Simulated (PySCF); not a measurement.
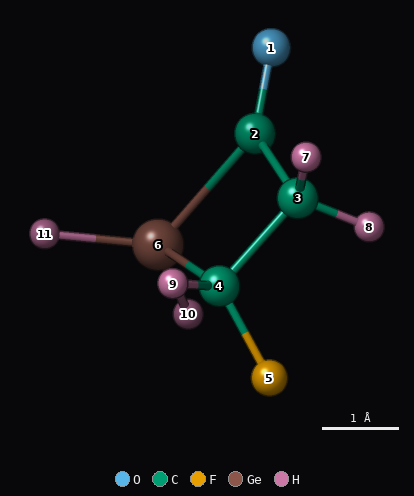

**Figure 1.** The starting structure (ball-and-stick view, seen at a tilt; atoms are numbered from 1 in the order of the input). Sticks mark near contacts. Bond lengths as drawn: C–C 1.52 to 1.56 Å, C–F 1.39 Å, C–Ge 2.00 to 2.05 Å, C–H 1.07 to 1.11 Å, C–O 1.20 Å and Ge–H 1.50 to 1.52 Å.

# Geometry relaxation, with input and output: C$_{3}$H$_{5}$FGeO

C$_{3}$H$_{5}$FGeO, computed with PBE0-D3(BJ)/def2-SVP geometry optimisation, gas phase (PySCF 2.14.0).

## The program's output
```
step   0  E = -2368.28965893  max force = 0.037505
step   1  E = -2368.29065750  max force = 0.018452
step   2  E = -2368.29301182  max force = 0.010923
step   3  E = -2368.29401964  max force = 0.005114
step   4  E = -2368.29430134  max force = 0.002141
step   5  E = -2368.29446166  max force = 0.003523
step   6  E = -2368.29456429  max force = 0.003478
step   7  E = -2368.29461440  max force = 0.001492
step   8  E = -2368.29462839  max force = 0.000404
optimisation converged
```

## Trajectory as extended XYZ (Å, eV, eV/Å), 9 frames, from step=0 to step=8
```
11
Properties=species:S:1:pos:R:3:forces:R:3 step=0 energy=-64444.44412
O    -0.3083   -1.8278    1.7717   -0.1096   0.8434  -0.8990
C    -0.1395   -1.0110    0.9034    0.4316  -0.9990   1.0450
C    -1.1288   -0.3031   -0.0154    1.9286   0.6522   0.3168
C    -0.2285    0.8639   -0.5403   -1.2609   0.0138  -0.5699
F    -0.3338    0.9533   -1.9234    0.2457   0.0224   0.3913
Ge    1.4556    0.0566    0.1732   -0.6251   0.2350   0.0440
H    -2.0290   -0.0258    0.4902   -1.0597   0.2602   0.4385
H    -1.3414   -0.9730   -0.8330   -0.3054  -0.5040  -0.7283
H    -0.5783    1.8387   -0.1308    0.3761  -0.3014   0.0138
H     2.3019   -0.5253   -0.9250    0.2541  -0.4133  -0.4767
H     2.3682    0.9276    1.0138    0.1247   0.1908   0.4246
11
Properties=species:S:1:pos:R:3:forces:R:3 step=1 energy=-64444.47129
O    -1.2810   -1.9789    0.9178    0.1105  -0.9489   0.8004
C    -0.5802   -1.0891    0.5746   -0.6396   0.7933  -0.8560
C    -1.0819    0.0532   -0.3353    0.2314  -0.1494   0.1286
C     0.1197    1.0047   -0.3696    0.1389  -0.1524   0.2250
F     0.5131    1.3544   -1.6280    0.0067   0.0313  -0.2920
Ge    1.3099   -0.3406    0.5563    0.4607   0.1191   0.0175
H    -2.0448    0.4414    0.0454    0.1375   0.1013  -0.1297
H    -1.2713   -0.4122   -1.3254    0.0804   0.2728   0.0802
H    -0.0260    1.9280    0.2104   -0.1265   0.0124   0.0749
H     2.2287   -1.0791   -0.4557   -0.1240   0.0809   0.1470
H     2.1511    0.0928    1.7986   -0.2760  -0.1606  -0.1959
11
Properties=species:S:1:pos:R:3:forces:R:3 step=2 energy=-64444.53535
O    -1.2082   -2.0416    0.9809   -0.0713   0.2735  -0.0277
C    -0.6107   -1.0976    0.5677    0.3788   0.2094  -0.2022
C    -1.0777    0.0665   -0.3421   -0.4704  -0.5617   0.2299
C     0.1242    1.0084   -0.3734    0.2253  -0.0848   0.2261
F     0.5207    1.3596   -1.6356   -0.0940  -0.0266  -0.1203
Ge    1.2893   -0.3423    0.5479    0.3229  -0.0558   0.0740
H    -2.0337    0.4726    0.0296   -0.0024   0.1214  -0.1442
H    -1.2596   -0.3775   -1.3388   -0.0138   0.1710  -0.0378
H    -0.0251    1.9308    0.2102   -0.0973  -0.0212   0.0069
H     2.2078   -1.0876   -0.4481   -0.0375   0.0589   0.0532
H     2.1103    0.0833    1.7907   -0.1404  -0.0843  -0.0579
11
Properties=species:S:1:pos:R:3:forces:R:3 step=3 energy=-64444.56278
O    -1.2053   -2.0184    0.9903   -0.0130   0.0912   0.0731
C    -0.5953   -1.0896    0.5618    0.0493   0.0323  -0.1484
C    -1.0842    0.0591   -0.3419   -0.0919  -0.2630   0.1773
C     0.1245    0.9961   -0.3702    0.1028   0.0557   0.0526
F     0.4998    1.3486   -1.6411   -0.0240   0.0210  -0.0110
Ge    1.3075   -0.3458    0.5469    0.0284  -0.0240  -0.0995
H    -2.0338    0.4866    0.0202   -0.0043   0.0275  -0.0461
H    -1.2672   -0.3574   -1.3483    0.0005   0.0434  -0.0342
H    -0.0421    1.9142    0.2160    0.0028   0.0224  -0.0244
H     2.2302   -1.0812   -0.4428    0.0110   0.0140  -0.0044
H     2.1031    0.0626    1.7982   -0.0615  -0.0204   0.0649
11
Properties=species:S:1:pos:R:3:forces:R:3 step=4 energy=-64444.57044
O    -1.2018   -2.0014    1.0108   -0.0268  -0.0218   0.1101
C    -0.5872   -1.0877    0.5579    0.0005  -0.0227  -0.0989
C    -1.0854    0.0507   -0.3413    0.0602   0.0294   0.0557
C     0.1263    0.9942   -0.3710   -0.0221   0.0477  -0.0111
F     0.4893    1.3543   -1.6442   -0.0041  -0.0015   0.0253
Ge    1.3145   -0.3492    0.5375   -0.0139  -0.0254  -0.1015
H    -2.0326    0.4873    0.0156   -0.0134  -0.0141  -0.0034
H    -1.2692   -0.3510   -1.3538    0.0164  -0.0099  -0.0129
H    -0.0460    1.9110    0.2161    0.0226   0.0060  -0.0096
H     2.2459   -1.0765   -0.4480    0.0189   0.0157  -0.0066
H     2.0835    0.0429    1.8094   -0.0382  -0.0034   0.0528
11
Properties=species:S:1:pos:R:3:forces:R:3 step=5 energy=-64444.57480
O    -1.1997   -1.9840    1.0385   -0.0119  -0.0295   0.0792
C    -0.5816   -1.0877    0.5548   -0.0249  -0.0815  -0.0393
C    -1.0842    0.0453   -0.3417    0.0671   0.1811  -0.0213
C     0.1270    0.9942   -0.3724   -0.0752   0.0146  -0.0224
F     0.4814    1.3611   -1.6460    0.0101  -0.0101   0.0188
Ge    1.3184   -0.3543    0.5244   -0.0063  -0.0232  -0.0647
H    -2.0318    0.4845    0.0114   -0.0144  -0.0346   0.0117
H    -1.2662   -0.3481   -1.3583    0.0269  -0.0362   0.0073
H    -0.0462    1.9089    0.2174    0.0250  -0.0022   0.0076
H     2.2630   -1.0675   -0.4583    0.0200   0.0181   0.0012
H     2.0571    0.0224    1.8193   -0.0164   0.0034   0.0219
11
Properties=species:S:1:pos:R:3:forces:R:3 step=6 energy=-64444.57760
O    -1.2008   -1.9674    1.0654    0.0113  -0.0058   0.0247
C    -0.5793   -1.0891    0.5523   -0.0377  -0.0846   0.0005
C    -1.0833    0.0441   -0.3427    0.0261   0.1788  -0.0336
C     0.1268    0.9946   -0.3736   -0.0688  -0.0168  -0.0057
F     0.4772    1.3660   -1.6464    0.0101  -0.0056   0.0026
Ge    1.3207   -0.3605    0.5109   -0.0008  -0.0173  -0.0267
H    -2.0342    0.4790    0.0076   -0.0061  -0.0283   0.0073
H    -1.2604   -0.3492   -1.3606    0.0290  -0.0352   0.0132
H    -0.0425    1.9071    0.2208    0.0161  -0.0053   0.0125
H     2.2809   -1.0550   -0.4697    0.0180   0.0147   0.0083
H     2.0322    0.0051    1.8250    0.0027   0.0054  -0.0032
11
Properties=species:S:1:pos:R:3:forces:R:3 step=7 energy=-64444.57896
O    -1.2042   -1.9571    1.0820    0.0161   0.0086  -0.0127
C    -0.5808   -1.0906    0.5510   -0.0237  -0.0405   0.0124
C    -1.0837    0.0462   -0.3433   -0.0141   0.0767  -0.0036
C     0.1256    0.9944   -0.3734   -0.0247  -0.0209   0.0091
F     0.4759    1.3675   -1.6457    0.0022   0.0064  -0.0076
Ge    1.3213   -0.3658    0.5018   -0.0044  -0.0107  -0.0062
H    -2.0384    0.4750    0.0041    0.0002  -0.0089  -0.0044
H    -1.2536   -0.3525   -1.3604    0.0204  -0.0181   0.0065
H    -0.0378    1.9052    0.2250    0.0048  -0.0033   0.0079
H     2.2943   -1.0442   -0.4771    0.0126   0.0073   0.0098
H     2.0187   -0.0035    1.8251    0.0104   0.0035  -0.0112
11
Properties=species:S:1:pos:R:3:forces:R:3 step=8 energy=-64444.57934
O    -1.2072   -1.9543    1.0864    0.0073   0.0053  -0.0179
C    -0.5834   -1.0911    0.5511   -0.0033  -0.0037   0.0078
C    -1.0848    0.0483   -0.3432   -0.0208   0.0046   0.0170
C     0.1247    0.9940   -0.3725    0.0048  -0.0098   0.0070
F     0.4755    1.3676   -1.6447   -0.0043   0.0117  -0.0035
Ge    1.3210   -0.3683    0.4990   -0.0081  -0.0055  -0.0040
H    -2.0417    0.4742    0.0010    0.0001   0.0019  -0.0098
H    -1.2487   -0.3553   -1.3594    0.0104  -0.0055  -0.0002
H    -0.0353    1.9040    0.2279   -0.0003  -0.0020   0.0037
H     2.2996   -1.0400   -0.4788    0.0066   0.0016   0.0062
H     2.0176   -0.0044    1.8222    0.0076   0.0014  -0.0062
```

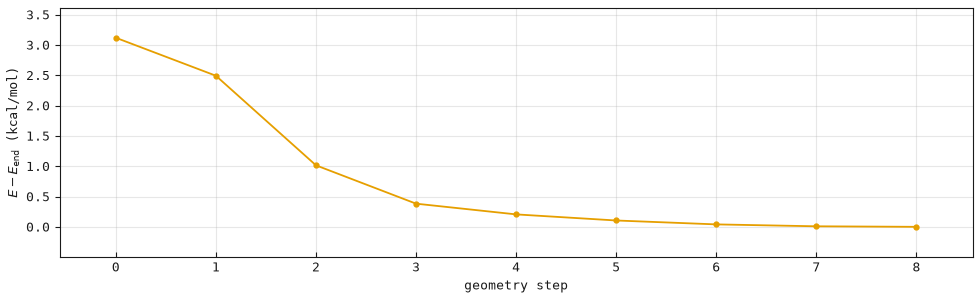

**Figure 2.** Progress of the relaxation, step by step (steps are counted from 0).

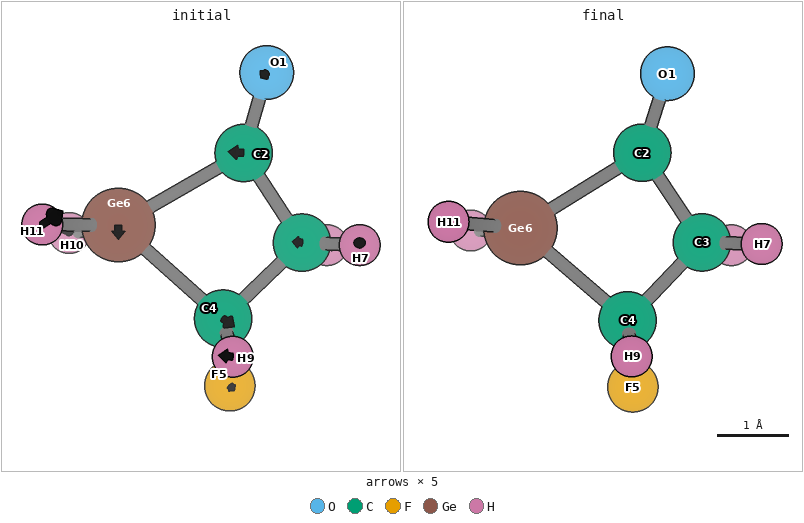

**Figure 3.** Before (left) and after (right) the relaxation, at one scale (ball-and-stick view, seen on its broad side). The black arrows give the displacements, magnified 5 times. H11 moves most after the best rigid fit: 0.11 Å. By element the largest moves are H 0.11 Å, C 0.05 Å, Ge 0.04 Å, O 0.03 Å, F 0.02 Å. Among the contacts that change: Ge6–H10 1.504 → 1.538 Å, C3–H7 1.069 → 1.103 Å, C3–C4 1.565 → 1.536 Å, C3–H8 1.078 → 1.106 Å. Among the angles that change: C2–Ge6–H11 124.7° → 119.0°, Ge6–C4–H9 119.1° → 114.2°, H10–Ge6–H11 106.8° → 111.2°. Over 8 geometry steps the energy falls by 3.12 kcal/mol. Largest force component: 1.9 eV/Å at the start, 0.021 eV/Å at the end. (Atoms are counted from 1 in the order of the input.)

The run was set up as follows.

## Input
```
{"job": {"xc": "PBE0", "basis": "def2-SVP", "d3": "d3bj", "grid": 1, "shake": 0.01, "kind": "geom"}, "charge": 0, "multiplicity": 1}
O     -0.308270    -1.827820     1.771660
C     -0.139530    -1.010960     0.903400
C     -1.128790    -0.303100    -0.015440
C     -0.228480     0.863880    -0.540260
F     -0.333820     0.953320    -1.923360
Ge     1.455590     0.056650     0.173160
H     -2.029000    -0.025780     0.490210
H     -1.341380    -0.972970    -0.833040
H     -0.578320     1.838660    -0.130840
H      2.301920    -0.525310    -0.925000
H      2.368190     0.927610     1.013830
```

The first line tells a small driver script what to run in PySCF; the rest is the geometry in Å.

Command:
```bash
OMP_NUM_THREADS=1 python <driver script> task.json out
```

## Summary

```csv
quantity,value
outcome,converged
total energy,−2368.294628 hartree
dipole moment,1.41 D
point group,C1
hardware,"1 CPU thread, shared host"
wall time,63 s
peak memory,0.54 GiB
```
